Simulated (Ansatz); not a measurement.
## Electronic structure of Cl2H2MgO2Sn in real space

The calculation's input:

```
crystal:
  periodic: [false, false, false]
  atoms:
    - {symbol: Cl, position_ang: [-0.458009, 3.176862, 2.366921]}
    - {symbol: Cl, position_ang: [-2.406746, 0.313428, -0.141012]}
    - {symbol: Mg, position_ang: [-0.599594, 1.127017, 1.514536]}
    - {symbol: O, position_ang: [-0.860741, -0.702056, 2.303472]}
    - {symbol: O, position_ang: [0.601827, 0.005370, 0.359261]}
    - {symbol: Sn, position_ang: [-0.784210, -1.606592, 0.380987]}
    - {symbol: H, position_ang: [-1.520896, -1.000051, 2.942324]}
    - {symbol: H, position_ang: [1.043556, 0.240436, -0.466789]}
basis:
  gaussian:
    orbitals: def2-SVPD
hamiltonian:
  xc: {name: PBE0}
output:
  forces: true
  orbitals: {seedname: orbitals}
```

Launched as:

```sh
ansatz run input.yaml --threads 2 --pin off --max-ram 4350MiB --events-out events.jsonl --progress --plain --runs-dir runs
```

Geometry: r2SCAN-D4/def2-SVP; core potentials replace the inner electrons of Sn.

The calculation used isolated molecule in a Gaussian basis; Kohn-Sham density functional theory, functional PBE0 (Ansatz 0.2.0).

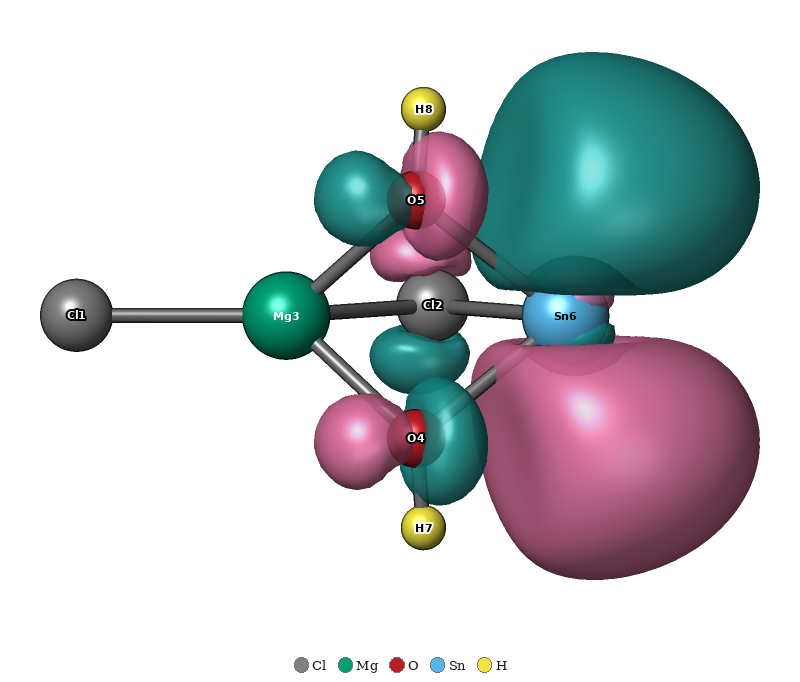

Figure 1. The LUMO at ±0.08 Å⁻³ᐟ² (teal and pink are the two phases), seen across its widest extent.

### Describe this orbital and give its energy.

It lies mainly on Sn6 (about 75 %). Its energy is −1.91 eV.

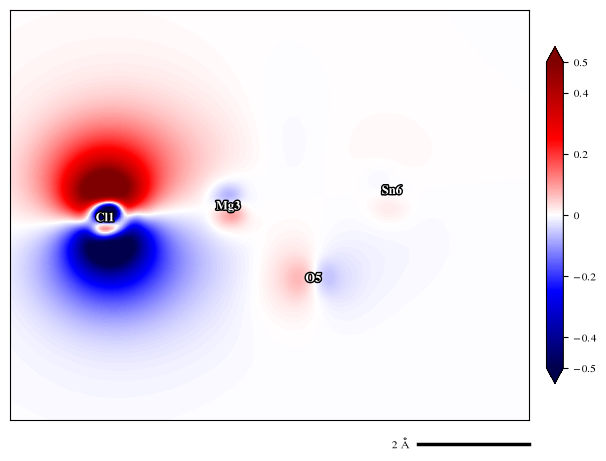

Figure 2. The HOMO−1 on the plane of atoms Cl1, Mg3 and O5 (values in Å⁻³ᐟ²; the overall sign is arbitrary).

### Describe this orbital and give its energy.

Its weight (Hirshfeld) is mainly on Cl1 (about 95 %); largely a lone pair of Cl1. Its energy is −7.84 eV.
